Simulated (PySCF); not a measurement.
**NMR shielding calculation, with input and output: C₇H₁₃FOSi**

System: C₇H₁₃FOSi.
Method: GIAO PBE0/pcSseg-1 NMR shielding, non-relativistic, gas phase (PySCF 2.14.0).

The geometry comes from this level: GFN2-xTB. It belongs to a series of runs on one base structure; here: H on C replaced by cPr. Figures and captions count atoms from 1; the log counts them from 0 in places.

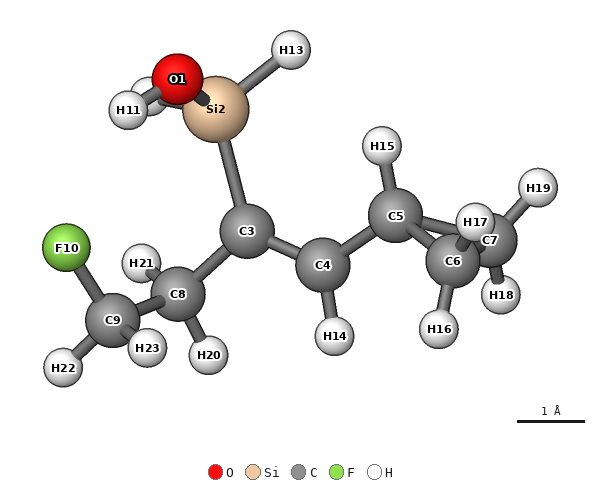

Fig. 1: The structure (ball-and-stick view, seen at a tilt; atoms are numbered from 1 in the order of the input).

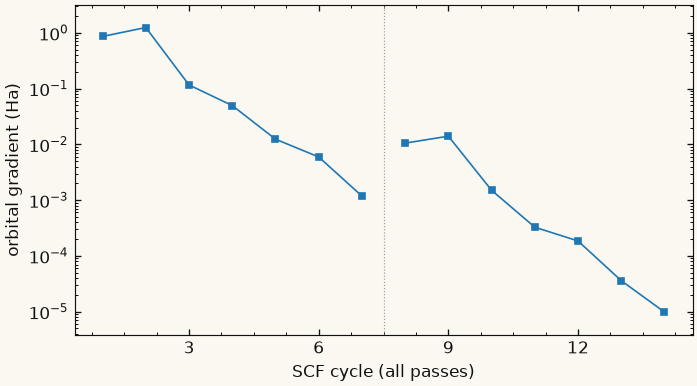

Fig. 2: Convergence of the self-consistent field: orbital gradient against the SCF cycle. The dotted line marks the change from a coarse to the final integration grid. The first 7 cycles use a coarse grid, the final grid takes over at cycle 8, and the field converges after 14 cycles in all.

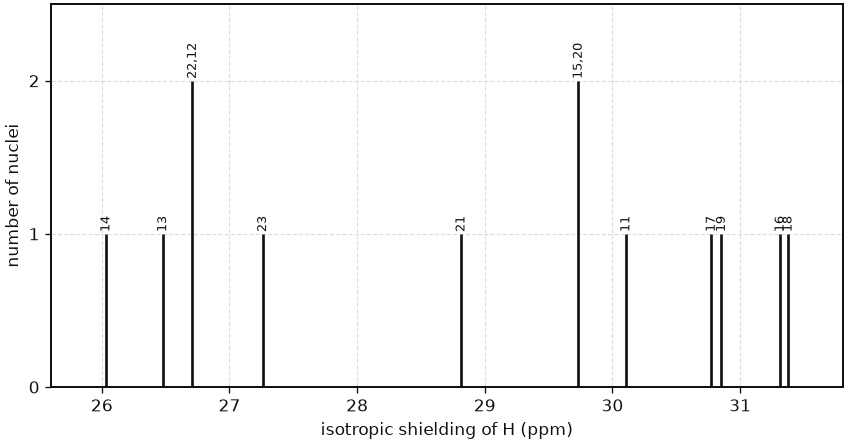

Fig. 3: Isotropic shieldings of the hydrogen nuclei in this fixed geometry, labelled by atom number; shielding grows to the right, so chemical shift grows to the left. The least shielded is H14 (26.0 ppm), the most shielded H18 (31.4 ppm).

The input that produced these results follows, with the program's output.

The input
```
{"job": {"kind": "nmr", "xc": "PBE0", "basis": "pcSseg-1"}, "charge": 0, "multiplicity": 1}
O     -1.799052     2.224111     0.518760
Si    -1.990618     0.884372    -0.380152
C     -0.683510    -0.432387     0.016086
C      0.560334    -0.454283    -0.462405
C      1.155142     0.528470    -1.373678
C      2.639974     0.780037    -1.314492
C      2.061751     0.051133    -2.481071
C     -1.088357    -1.497222     1.007413
C     -0.862723    -1.013576     2.436809
F     -1.657182     0.077329     2.720104
H     -1.781005     2.154270     1.471228
H     -3.298617     0.267189    -0.136349
H     -1.895110     1.409711    -1.735315
H      1.231880    -1.260563    -0.174093
H      0.526750     1.380596    -1.589914
H      3.221362     0.216417    -0.599981
H      2.988885     1.791255    -1.456040
H      2.243948    -1.010097    -2.560407
H      2.006301     0.554918    -3.433672
H     -0.491286    -2.403165     0.876615
H     -2.141750    -1.753364     0.885482
H     -1.123135    -1.783007     3.171014
H      0.171265    -0.685160     2.583806
```

The first line tells a small driver script what to run in PySCF; the rest is the geometry in Å.

Launched with:
```bash
OMP_NUM_THREADS=1 python <driver script> task.json out
```

The program's output
```
coarse grid: 19464 points
cycle   1  E = -738.2128141660  dE =  1.322e+00  |g| = 8.604e-01  |ddm| = 4.266e+00
cycle   2  E = -738.0723916572  dE =  1.404e-01  |g| = 1.243e+00  |ddm| = 1.936e+00
cycle   3  E = -738.3493693543  dE = -2.770e-01  |g| = 1.159e-01  |ddm| = 1.367e+00
cycle   4  E = -738.3517861329  dE = -2.417e-03  |g| = 4.958e-02  |ddm| = 1.546e-01
cycle   5  E = -738.3523187779  dE = -5.326e-04  |g| = 1.238e-02  |ddm| = 5.391e-02
cycle   6  E = -738.3523441286  dE = -2.535e-05  |g| = 5.934e-03  |ddm| = 1.432e-02
cycle   7  E = -738.3523526535  dE = -8.525e-06  |g| = 1.183e-03  |ddm| = 6.244e-03
final grid: 183032 points
cycle   8  E = -738.4290701392  dE = -5.909e-05  |g| = 1.051e-02  |ddm| = 4.629e-02
cycle   9  E = -738.4290530767  dE =  1.706e-05  |g| = 1.400e-02  |ddm| = 2.219e-02
cycle  10  E = -738.4290957750  dE = -4.270e-05  |g| = 1.501e-03  |ddm| = 1.282e-02
cycle  11  E = -738.4290962293  dE = -4.543e-07  |g| = 3.267e-04  |ddm| = 1.530e-03
cycle  12  E = -738.4290962475  dE = -1.822e-08  |g| = 1.851e-04  |ddm| = 4.241e-04
cycle  13  E = -738.4290962550  dE = -7.482e-09  |g| = 3.593e-05  |ddm| = 1.759e-04
cycle  14  E = -738.4290962553  dE = -2.749e-10  |g| = 9.835e-06  |ddm| = 4.424e-05
converged SCF energy = -738.4290962553

GIAO shielding tensors (ppm)
atom      isotropic    diamagn.    paramagn.     s11        s22        s33       span
  0 O      314.256     389.681     -75.425    292.251    308.948    341.570     49.318
  1 Si     376.294     881.200    -504.907    351.704    366.835    410.343     58.639
  2 C       44.577     264.246    -219.670    -67.011     32.123    168.619    235.630
  3 C       26.099     254.661    -228.562    -87.116     49.104    116.309    203.425
  4 C      168.071     244.743     -76.672    128.828    158.265    217.122     88.294
  5 C      176.637     254.150     -77.514    146.750    177.314    205.847     59.097
  6 C      177.228     257.286     -80.058    147.554    177.923    206.207     58.653
  7 C      141.697     249.866    -108.169    126.069    142.703    156.320     30.251
  8 C       93.940     242.869    -148.930     61.637     82.743    137.439     75.802
  9 F      422.187     476.772     -54.585    385.829    414.995    465.736     79.908
 10 H       30.105      32.837      -2.732     20.950     26.883     42.483     21.533
 11 H       26.725      30.164      -3.439     23.782     25.056     31.338      7.556
 12 H       26.477      30.648      -4.171     23.204     25.761     30.465      7.261
 13 H       26.032      35.817      -9.785     22.330     24.034     31.732      9.402
 14 H       29.711      33.810      -4.099     22.053     29.631     37.448     15.395
 15 H       31.313      32.210      -0.896     25.936     28.381     39.623     13.687
 16 H       30.774      30.751       0.023     25.199     26.684     40.439     15.240
 17 H       31.376      32.254      -0.877     25.823     28.578     39.727     13.904
 18 H       30.854      30.894      -0.041     25.209     26.722     40.630     15.422
 19 H       29.755      32.321      -2.566     25.381     29.417     34.467      9.086
 20 H       28.814      31.514      -2.701     25.955     27.544     32.942      6.988
 21 H       26.693      27.618      -0.925     22.274     26.868     30.938      8.664
 22 H       27.259      30.844      -3.584     23.234     27.442     31.103      7.869
```

Results in brief

| quantity | value |
| --- | --- |
| outcome | converged |
| total energy | −738.429096 hartree |
| HOMO | −6.90 eV |
| LUMO | −0.48 eV |
| dipole moment | 3.09 D |
| isotropic shielding, O | 314.3 ppm |
| isotropic shielding, Si | 376.3 ppm |
| isotropic shielding, C | 26.1 to 177.2 ppm |
| isotropic shielding, F | 422.2 ppm |
| isotropic shielding, H | 26.0 to 31.4 ppm |
| hardware | 1 CPU thread, shared host |
| wall time | 56 s |
| peak memory | 1.1 GiB |
